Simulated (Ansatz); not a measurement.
The relaxed structure here is a generated cell of HfO2: the first start was made by placing the elements on the sites of a structure type, and the end was not matched to a known phase here, so it may be hypothetical. Known forms of HfO2 include space group No. 14, 29, 137, 225.

One stationary structure of HfO$_{2}$. The numbers are results of PBE (plane waves to 420 eV, PAW, scalar-relativistic; Ansatz, a first-principles code), not measurements.

Pn-3m, origin choice 1 (No. 224), cP6, AFLOW prototype A2B_cP6_224_b_a (C3, as in Cu2O); a = b = c = 4.540 Å, α = β = γ = 90.00°.

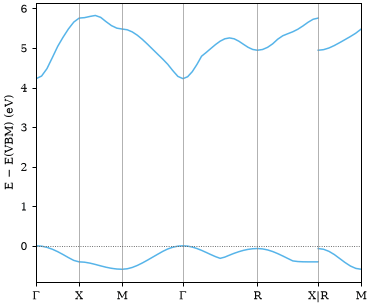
Fig. 1. Highest filled and lowest empty band along the path of this cell's Brillouin zone

Question: Read off the gap and say whether it is direct.

Answer: 4.23 eV, direct at Γ (no spin-orbit coupling).

Question: How far does the top valence band disperse along this path?

Answer: About 0.6 eV.

No spin polarisation in the result.

The run could not lose the symmetry of its start; a randomly shaken copy of 12 atoms returns to this structure.

All atoms sit on sites fixed by symmetry, so only the cell could relax.
